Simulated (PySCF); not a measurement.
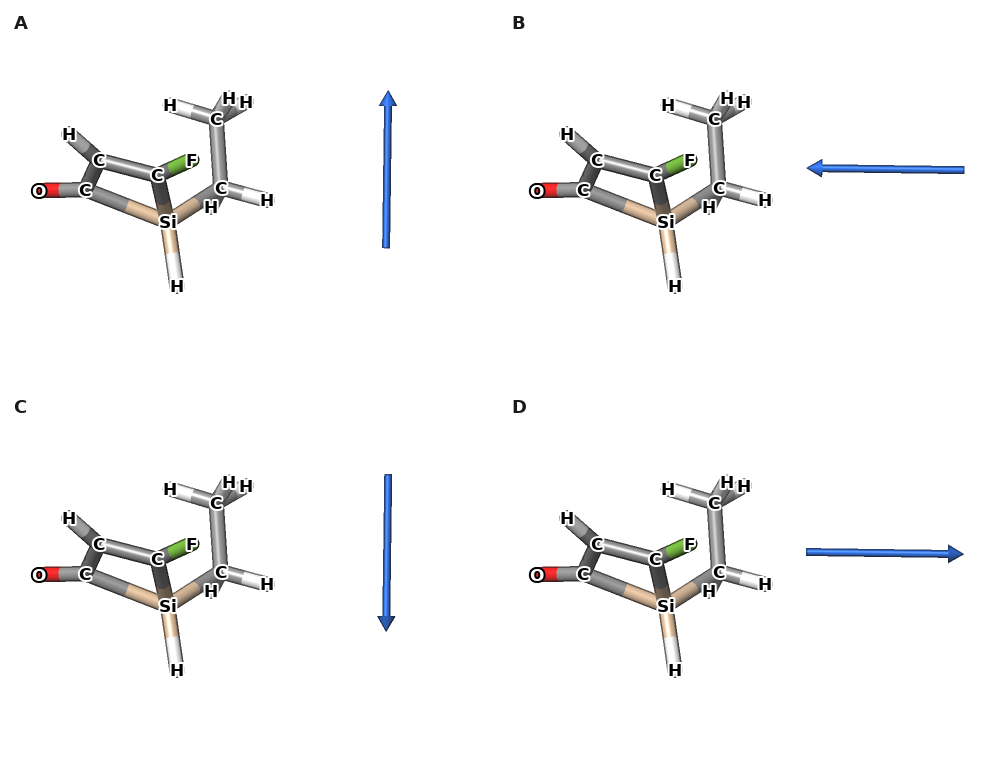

The same molecule four times, each with an arrow. The computed structure is the end point of a GFN2-xTB optimisation. No frequency run is at hand to confirm it as a minimum. Level of theory: PBE0/pcSseg-1, gas phase (PySCF 2.14.0).

Which arrow points along the dipole moment, from the negative to the positive end?

Answer. D. The dipole moment is 2.73 D.

The geometry is semi-empirical. Around Si such bond lengths and angles can be off by a tenth of an ångström or more and by several degrees, and values that hang on the shape move with them.
